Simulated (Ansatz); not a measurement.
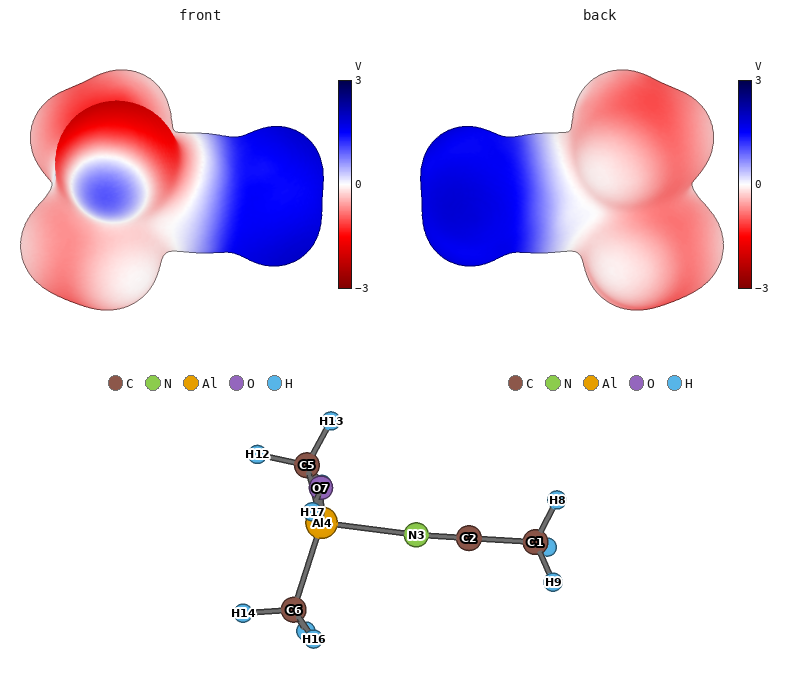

Figure. C4H10AlNO. The molecular electrostatic potential painted on the density surface at 0.001 e/bohr³, seen from the front and from behind; the colour scale runs from red (negative) to blue (positive). The bare structure is drawn below in the same view.

Geometry: PBE0-D4/def2-TZVP.

The calculation used RKS PBE0-D4/def2-TZVPP in Ansatz 0.2.0.

Input

```
crystal:
  periodic: [false, false, false]
  atoms:
    - {symbol: C, position_ang: [2.844757, -0.288064, 1.879833]}
    - {symbol: C, position_ang: [1.641414, -0.076086, 1.113163]}
    - {symbol: N, position_ang: [0.690207, 0.096320, 0.503125]}
    - {symbol: Al, position_ang: [-0.955598, 0.469205, -0.690573]}
    - {symbol: C, position_ang: [-0.338478, -0.405703, -2.337482]}
    - {symbol: C, position_ang: [-2.370318, -0.354533, 0.407958]}
    - {symbol: O, position_ang: [-0.884436, 2.198083, -0.737606]}
    - {symbol: H, position_ang: [3.613086, 0.415300, 1.555150]}
    - {symbol: H, position_ang: [2.639237, -0.132636, 2.939950]}
    - {symbol: H, position_ang: [3.202873, -1.307360, 1.727993]}
    - {symbol: H, position_ang: [-0.086832, -1.460752, -2.183517]}
    - {symbol: H, position_ang: [-1.111625, -0.375151, -3.112745]}
    - {symbol: H, position_ang: [0.545530, 0.088418, -2.753756]}
    - {symbol: H, position_ang: [-3.350158, -0.265379, -0.074081]}
    - {symbol: H, position_ang: [-2.195884, -1.424876, 0.564784]}
    - {symbol: H, position_ang: [-2.461856, 0.106674, 1.397608]}
    - {symbol: H, position_ang: [-1.440819, 2.716141, -0.159705]}
basis:
  gaussian: {orbitals: def2-TZVPP}
hamiltonian: {xc: pbe0, dispersion: d4}
output: {orbitals: {seedname: orbitals}}
```

Launched as:

```sh
ansatz run in.yaml --threads 4 --pin off --events-out ev --progress --plain --max-ram 11315MiB
```

### Which sites attract a positive test charge, and which a negative one?

A positive charge is drawn to the negative regions and a negative charge to the positive ones. The most negative region (about −2.1 V) lies over O7, the most positive (about +1.8 V) over H8, H9 and H10. O7 is the likeliest acceptor of a hydrogen bond.
